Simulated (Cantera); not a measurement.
Charge: 1 mol SiH2Cl2, 7 mol H2O, equilibrated at 13300 Pa.

These are equilibrium values from Cantera (NASA tables, ideal gas, pure condensed phases), not measurements of a reactor. Candidate condensed phases: H2O, Si, SiO2; 30 gas species. The tables hold silica as quartz up to 1696 K and as liquid above; real silica turns to tridymite and cristobalite and melts near 1996 K. Gases not in the tables: Si(OH)4. Kinetics and transport are ignored.

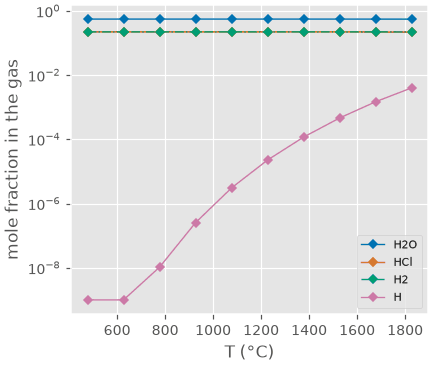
Fig. 1. Equilibrium gas composition (values under 1e-9 drawn at 1e-9)

At 477 °C the condensed part is SiO2(α-quartz). From 627 °C to 1377 °C the condensed part is SiO2(β-quartz). From 1527 °C to 1677 °C the condensed part is SiO2(condensed). At 1827 °C the condensed part is SiO2(l).
